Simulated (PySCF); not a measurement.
# BPH4 (SMILES BP): levels of theory compared

Aim: a comparison of 6 runs (B2PLYP/STO-3G, M06-2X/STO-3G, wB97X-V/STO-3G, BCCD(T)/STO-3G, CCSDT(Q)/STO-3G, QCISD(T)/STO-3G) of BPH4. 

Program for the calculation: PySCF 2.14.0.

4 further runs of the same task are left out: 4 set aside as unsound or not needed.

### Step 1. The structure to begin with

BPH4 has 6 atoms, charge 0, and is taken as a singlet. As SMILES, `BP`. The coordinates come from a GFN2-xTB relaxation.

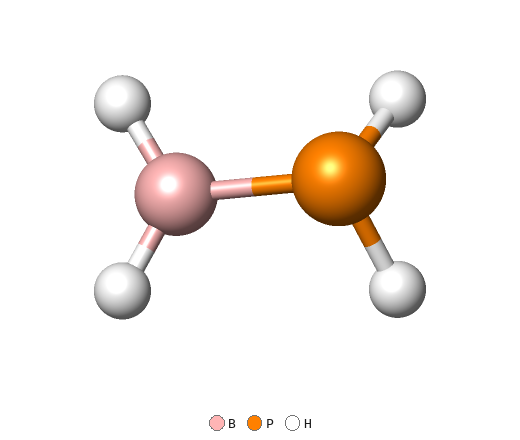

The structure, seen from a chosen angle (boron pink, phosphorus orange, hydrogen white).

### Step 2. A single-point energy at B2PLYP/STO-3G (run 1)

run.py

```python
from pyscf import gto, dft, mp

mol = gto.M(
    atom='''
B      0.005027    -1.640207     0.224651
P      0.715715     1.755121     0.490630
H     -1.469186    -2.553379     1.592907
H      1.245764    -2.911822    -1.088350
H      1.132154     2.492643    -1.972345
H     -1.629454     2.857644     0.752508
''',
    verbose=4,
    max_memory=1860,
    basis='sto-3g',
    charge=0,
    unit='bohr',
)

myscf = dft.RKS(mol, xc='0.53*HF + 0.47*B88, 0.73*LYP')
myscf.conv_tol = 1e-10
myscf.grids.level = 5
myscf.kernel()
if not myscf.converged:
    myscf = myscf.newton().run(myscf.mo_coeff, myscf.mo_occ)

pt = mp.MP2(myscf, frozen=6).run()
e_final = myscf.e_tot + 0.27 * pt.e_corr
print('PT2 part  %.8f' % (0.27 * pt.e_corr))
print('E = %.10f Eh' % e_final)
```

The run is started by

```
OMP_NUM_THREADS=1 python run.py
```

Log:

```text
PySCF version 2.14.0

[INPUT] num. atoms = 6
[INPUT] num. electrons = 24
[INPUT] charge = 0
[INPUT] spin (= nelec alpha-beta = 2S) = 0
[INPUT] symmetry False subgroup None
[INPUT] Mole.unit = bohr
[INPUT] Symbol           X                Y                Z      unit          X                Y                Z       unit  Magmom
[INPUT]  1 B      0.002660173839  -0.867960165591   0.118880189610 AA    0.005027000000  -1.640207000000   0.224651000000 Bohr   0.0
[INPUT]  2 P      0.378740067514   0.928770035607   0.259630214994 AA    0.715715000000   1.755121000000   0.490630000000 Bohr   0.0
[INPUT]  3 H     -0.777459749803  -1.351189977642   0.842930083515 AA   -1.469186000000  -2.553379000000   1.592907000000 Bohr   0.0
[INPUT]  4 H      0.659229918985  -1.540869844655  -0.575930017505 AA    1.245764000000  -2.911822000000  -1.088350000000 Bohr   0.0
[INPUT]  5 H      0.599110096052   1.319049870559  -1.043720026072 AA    1.132154000000   2.492643000000  -1.972345000000 Bohr   0.0
[INPUT]  6 H     -0.862269923042   1.512200081722   0.398210084635 AA   -1.629454000000   2.857644000000   0.752508000000 Bohr   0.0

nuclear repulsion = 46.9148262550115
number of shells = 12
number of NR pGTOs = 54
number of NR cGTOs = 18
basis = sto-3g
ecp = {}

******** <class 'pyscf.dft.rks.RKS'> ********
method = RKS
initial guess = minao
damping factor = 0
level_shift factor = 0
DIIS = <class 'pyscf.scf.diis.CDIIS'>
diis_start_cycle = 1
diis_space = 8
diis_damp = 0
SCF conv_tol = 1e-10
SCF conv_tol_grad = None
SCF max_cycles = 50
direct_scf = True
direct_scf_tol = 1e-13
XC library pyscf.dft.libxc version 7.0.0
    S. Lehtola, C. Steigemann, M. J.T. Oliveira, and M. A.L. Marques.,  SoftwareX 7, 1–5 (2018)
XC functionals = 0.53*HF + 0.47*B88, 0.73*LYP
    A. D. Becke.,  Phys. Rev. A 38, 3098 (1988)
    C. Lee, W. Yang, and R. G. Parr.,  Phys. Rev. B 37, 785 (1988)
    B. Miehlich, A. Savin, H. Stoll, and H. Preuss.,  Chem. Phys. Lett. 157, 200 (1989)
radial grids:
    Treutler-Ahlrichs [JCP 102, 346 (1995); DOI:10.1063/1.469408] (M4) radial grids

becke partition: Becke, JCP 88, 2547 (1988); DOI:10.1063/1.454033
pruning grids: <function nwchem_prune>
grids dens level: 5
symmetrized grids: False
atomic radii adjust function: <function treutler_atomic_radii_adjust>
small_rho_cutoff = 0
Set gradient conv threshold to 1e-05
Initial guess from minao.
tot grids = 180912
init E= -363.91105495408
  HOMO = -0.228120718499435  LUMO = 0.0226080216247087  gap/eV = 6.82268
cycle= 1 E= -364.14971945535  delta_E= -0.239  |g|= 0.133  |ddm|=  2.6
  HOMO = -0.199501860314021  LUMO = 0.118955345721259  gap/eV = 8.66566
cycle= 2 E= -364.157511608978  delta_E= -0.00779  |g|= 0.0573  |ddm|= 0.322
  HOMO = -0.216272404963084  LUMO = 0.133254240703976  gap/eV = 9.51110
cycle= 3 E= -364.158847876563  delta_E= -0.00134  |g|= 0.0149  |ddm|= 0.125
  HOMO = -0.213855571706116  LUMO = 0.128972855757214  gap/eV = 9.32884
cycle= 4 E= -364.158946781195  delta_E= -9.89e-05  |g|= 0.00155  |ddm|= 0.0293
  HOMO = -0.213314700041527  LUMO = 0.130071598432612  gap/eV = 9.34402
cycle= 5 E= -364.158948259051  delta_E= -1.48e-06  |g|= 0.000351  |ddm|= 0.00372
  HOMO = -0.213418082197923  LUMO = 0.129992221830161  gap/eV = 9.34467
cycle= 6 E= -364.158948358511  delta_E= -9.95e-08  |g|= 6.97e-05  |ddm|= 0.00102
  HOMO = -0.213403218549654  LUMO = 0.129989816013584  gap/eV = 9.34420
cycle= 7 E= -364.158948363186  delta_E= -4.68e-09  |g|= 4.32e-06  |ddm|= 0.000276
  HOMO = -0.21340340864936  LUMO = 0.129989703859217  gap/eV = 9.34420
cycle= 8 E= -364.158948363207  delta_E= -2.02e-11  |g|= 5.81e-07  |ddm|= 2.04e-05
  HOMO = -0.213403450548562  LUMO = 0.129989736123004  gap/eV = 9.34420
Extra cycle  E= -364.158948363207  delta_E= -5.68e-13  |g|= 2.04e-07  |ddm|= 1.79e-06
converged SCF energy = -364.158948363207

******** <class 'pyscf.mp.mp2.RMP2'> ********
nocc = 6, nmo = 12
frozen orbitals 6
E(RMP2) = -364.25473718221  E_corr = -0.0957888190025492
E(SCS-RMP2) = -364.266641777141  E_corr = -0.10769341393416
E_corr(same-spin) = -0.00836904100257536
E_corr(oppo-spin) = -0.0874197779999738
PT2 part  -0.02586298
E = -364.1848113443 Eh
```

Run time: 4.2 s. Hardware: 1 thread of Arm Neoverse N1, shared host; peak memory 0.2 GiB.

### Step 3. The energy at M06-2X/STO-3G (run 2)

mol.xyz

```xyz
6
BH4P
B      0.002660    -0.867960     0.118880
P      0.378740     0.928770     0.259630
H     -0.777460    -1.351190     0.842930
H      0.659230    -1.540870    -0.575930
H      0.599110     1.319050    -1.043720
H     -0.862270     1.512200     0.398210
```

run.py

```python
# BP
from pyscf import gto, dft

mol = gto.Mole()
mol.atom = 'mol.xyz'
mol.spin = 0
mol.max_memory = 1860
mol.basis = 'sto-3g'
mol.verbose = 3
mol.build()

mf = dft.RKS(mol)
mf.xc = 'm06-2x'
mf.conv_tol = 1e-10
mf.grids.level = 5
mf.kernel()
if not mf.converged:
    mf = mf.newton().run(mf.mo_coeff, mf.mo_occ)

energy = mf.e_tot
print(f'total energy: {energy:.8f} hartree')
```

The run is started by

```
OMP_NUM_THREADS=1 python run.py
```

Log:

```text
converged SCF energy = -364.401789047497
total energy: -364.40178905 hartree
```

Run time: 5.4 s. Hardware: 1 thread of Arm Neoverse N1, shared host; peak memory 0.2 GiB.

Run 3 isn't shown in full; the table further down has it.

### Step 4. A single-point energy at BCCD(T)/STO-3G (run 4)

calc.py

```python
from pyscf import gto, scf, cc
from pyscf.cc.bccd import bccd_kernel_

molecule = gto.Mole()
molecule.atom = [
    ('B', (0.002660, -0.867960, 0.118880)),
    ('P', (0.378740, 0.928770, 0.259630)),
    ('H', (-0.777460, -1.351190, 0.842930)),
    ('H', (0.659230, -1.540870, -0.575930)),
    ('H', (0.599110, 1.319050, -1.043720)),
    ('H', (-0.862270, 1.512200, 0.398210)),
]
molecule.max_memory = 1860
molecule.spin = 0
molecule.basis = 'sto-3g'
molecule.verbose = 4
molecule.build()

calc0 = scf.RHF(molecule)
calc0.conv_tol = 1e-10
calc0.kernel()
if not calc0.converged:
    calc0 = calc0.newton().run(calc0.mo_coeff, calc0.mo_occ)

mycc = cc.CCSD(calc0, frozen=6).run()
mycc = bccd_kernel_(mycc, diis=True)
e_t = mycc.ccsd_t()
energy = mycc.e_tot + e_t
print('Final energy', energy)
```

The run is started by

```
OMP_NUM_THREADS=1 python calc.py
```

Log:

```text
PySCF version 2.14.0

[... 60 lines left out ...]
converged SCF energy = -363.587313889388
[... 12 lines left out ...]
Init t2, MP2 energy = -363.658764978069  E_corr(MP2) -0.0714510886805659
[... 11 lines left out ...]
CCSD converged
[... 24 lines left out ...]
CCSD converged
[... 22 lines left out ...]
CCSD converged
[... 21 lines left out ...]
CCSD converged
[... 3 lines left out ...]
******** <class 'pyscf.cc.ccsd.CCSD'> ********
CC2 = 0
CCSD nocc = 6, nmo = 12
frozen orbitals 6
max_cycle = 50
direct = 0
conv_tol = 1e-07
conv_tol_normt = 1e-05
diis_space = 6
diis_start_cycle = 0
diis_start_energy_diff = 1e+09
Init E_corr(CCSD) = -0.103475577606209
cycle = 1  E_corr(CCSD) = -0.103475394690768  dE = 1.82915441e-07  norm(t1,t2) = 1.662e-05
cycle = 2  E_corr(CCSD) = -0.103475548072219  dE = -1.53381452e-07  norm(t1,t2) = 3.78998e-06
cycle = 3  E_corr(CCSD) = -0.103475512456778  dE = 3.56154411e-08  norm(t1,t2) = 1.6028e-06
CCSD converged
E(CCSD) = -363.6876931747673  E_corr = -0.1034755124567784
BCC iter:    3  E:    -363.687693174767  dE:   -5.791e-08  |t1|:    1.280e-06
CCSD(T) correction = -0.00178793570350391
Final energy -363.68948111047087
```

It took 1.3 s on 1 thread of Arm Neoverse N1, shared host; peak memory 0.1 GiB.

Run 5 isn't shown in full; the table further down has it.

### Step 5. The energy at QCISD(T)/STO-3G (run 6)

run.py

```python
# BP
from pyscf import gto, cc

system = gto.M(
    atom='''
B      0.005027    -1.640207     0.224651
P      0.715715     1.755121     0.490630
H     -1.469186    -2.553379     1.592907
H      1.245764    -2.911822    -1.088350
H      1.132154     2.492643    -1.972345
H     -1.629454     2.857644     0.752508
''',
    charge=0,
    unit='bohr',
    verbose=3,
    max_memory=1860,
    basis='sto-3g',
)

mf = system.RHF()
mf.conv_tol = 1e-10
mf.kernel()
if not mf.converged:
    mf = mf.newton().run(mf.mo_coeff, mf.mo_occ)

mycc = cc.QCISD(mf, frozen=6)
mycc.kernel()
e_t = mycc.qcisd_t()
etot = mycc.e_tot + e_t
print('Final energy', etot)
```

The run is started by

```
OMP_NUM_THREADS=1 python run.py
```

Log:

```text
converged SCF energy = -363.587313894265
E(QCISD) = -363.6886658414124  E_corr = -0.1013519471470051
QCISD(T) correction = -0.00109966474951005
Final energy -363.6897655061619
```

Run time: 1.2 s. Hardware: 1 thread of Arm Neoverse N1, shared host; peak memory 0.12 GiB.

### Step 6. All runs side by side

| run | level | frozen core orbitals | nlc grid | energy (Eh) | dipole moment (D) of the reference | HOMO energy (eV) | LUMO energy (eV) | wall time |
| --- | --- | --- | --- | --- | --- | --- | --- | --- |
| 1 | B2PLYP/STO-3G | 6 | – | -364.184811 | 0.86 | -5.81 | 3.54 | 4.2 s |
| 2 | M06-2X/STO-3G | – | – | -364.401789 | 0.94 | -5.93 | 2.86 | 5.4 s |
| 3 | wB97X-V/STO-3G | – | 1 | -364.345374 | 0.96 | -7.18 | 4.25 | 32 s |
| 4 | BCCD(T)/STO-3G | 6 | – | -363.689481 | – | – | – | 1.3 s |
| 5 | CCSDT(Q)/STO-3G | 6 | – | -363.689986 | 0.71 | -7.50 | 6.63 | 2 s |
| 6 | QCISD(T)/STO-3G | 6 | – | -363.689766 | 0.71 | -7.50 | 6.63 | 1.2 s |

### Step 7. Results

| quantity | value |
| --- | --- |
| run 6: total energy | -363.68977 Eh |
| run 6: dipole moment (Hartree–Fock density) | 0.71 D |
| run 6: HOMO energy (Hartree–Fock orbitals) | -7.50 eV |
| run 6: LUMO energy (Hartree–Fock orbitals) | 6.63 eV |
| run 6: HOMO–LUMO gap (Hartree–Fock orbitals) | 14.13 eV |
| run 6: correlation energy (6 core orbitals frozen) | -102.5 mEh |
| run 6: (T) correction | -1.10 mEh |
| run 6: T1 diagnostic | 0.021 |

Over runs 1, 2, 3 the dipole moment (its size) runs from 0.86 D (B2PLYP/STO-3G) to 0.96 D (wB97X-V/STO-3G). A double hybrid's value is that of its SCF part. Over runs 1, 2, 3 the HOMO–LUMO gap runs from 8.80 eV (M06-2X/STO-3G) to 11.43 eV (wB97X-V/STO-3G). Totals of different functionals can't be ranked against each other. In runs 1, 2, 3, 4, 5, 6 the basis is minimal, so the values are rough. All runs together took 46 s, the longest 32 s.
